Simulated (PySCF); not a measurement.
In(Me)2(NH2), C2H8InN, SMILES [CH3][In]([CH3])[NH2] at its B3LYP/def2-SVP optimised geometry (Å):

```
12

In    -0.0562     0.2154     0.0000
C     -1.4791     1.8711     0.0000
H     -1.3473     2.4824    -0.9060
H     -1.3128     2.5159     0.8764
H     -2.5103     1.4901     0.0263
C      2.1269     0.2154     0.0000
H      2.5045     0.7125    -0.9067
H      2.5103    -0.8149     0.0279
H      2.5073     0.7633     0.8756
N     -0.9097    -1.6412    -0.0126
H     -0.3936    -2.5159    -0.0025
H     -1.9098    -1.8183    -0.0025
```

Calculation: B3LYP/def2-TZVP, def2 effective core potentials past Kr (PySCF). The core electrons that the potentials of In replace are not part of the density. Cells within 0.4 Å of a nucleus heavier than hydrogen are left out (blank, or x).

Map of the electrostatic potential (hartree/e), clipped to [-0.08, 0.12] on the plane z = 0.0 Å:

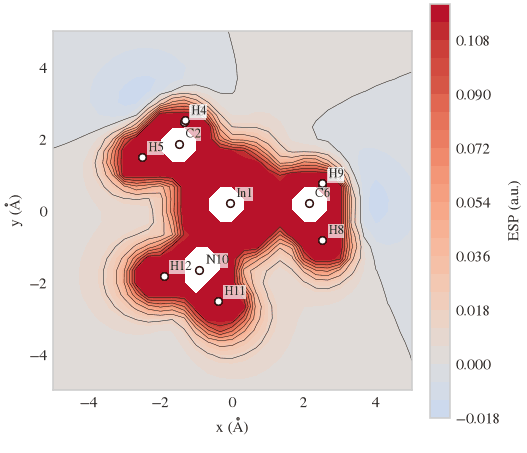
Figure: Electrostatic potential (hartree/e), clipped to [-0.08, 0.12] on the plane z = 0.0 Å.
